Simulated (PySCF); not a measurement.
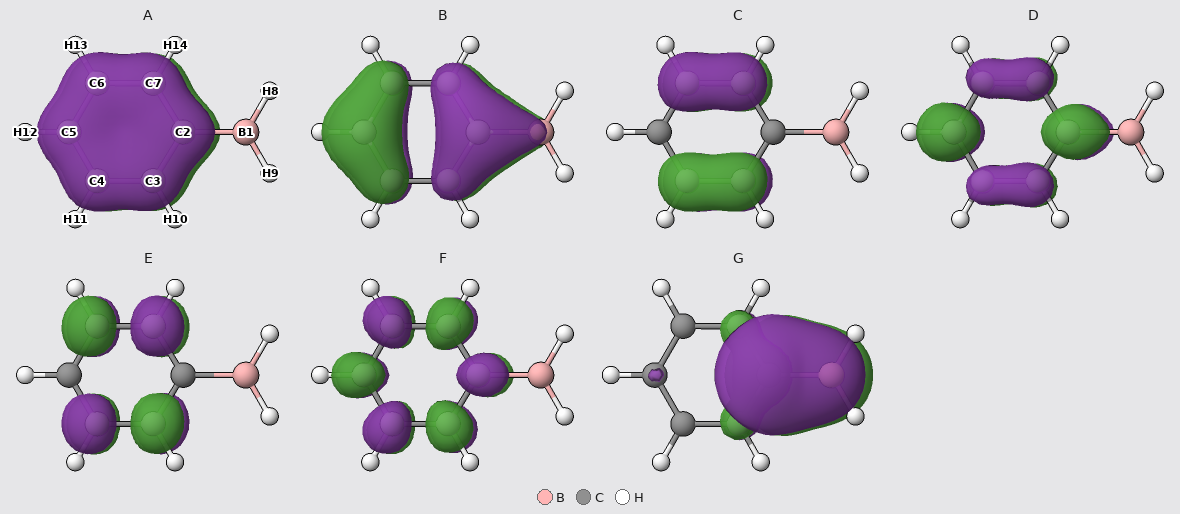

C6H7B, SMILES `Bc1ccccc1`. Natural orbitals of the π active space, CASSCF(6,7), singlet state, in order of falling occupation.

Computed with PySCF, def2-SVP basis, geometry: GFN2-xTB. No frequency check shows the geometry to be a minimum.

Cartesian coordinates (Å):

```
B1      -2.5586    0.0001    0.0000
C2      -1.0144   -0.0000    0.0000
C3      -0.2802    1.1951    0.0000
C4       1.1014    1.1987    0.0000
C5       1.7971    0.0000    0.0000
C6       1.1013   -1.1988    0.0000
C7      -0.2802   -1.1951    0.0000
H8      -3.1455   -1.0116    0.0000
H9      -3.1454    1.0117    0.0000
H10     -0.8135    2.1351    0.0000
H11      1.6420    2.1347    0.0000
H12      2.8778   -0.0000    0.0000
H13      1.6419   -2.1347    0.0000
H14     -0.8136   -2.1351    0.0000
```

Q: What are the natural occupation numbers?

A: A 1.96, B 1.90, C 1.90, D 0.10, E 0.10, F 0.04, G 0.00.

Q: How multiconfigurational is the state?

A: The leading determinant weighs 0.89; the effective number of unpaired electrons, Σ n²(2−n)², is 0.14; the most occupied of the weakly occupied orbitals holds 0.10 e, as in an ordinary closed-shell π system. The active space lowers the energy by 2.00 eV against Hartree–Fock.

Q: Where does the lowest triplet lie relative to the singlet, at this geometry and within this active space?

A: 3.94 eV above it by strongly contracted NEVPT2 (+3.63 eV by CASSCF); a small basis tends to put such gaps a few tenths of an eV too high. This is a vertical energy for π states alone; a state that uses lone pairs or σ orbitals may lie lower.
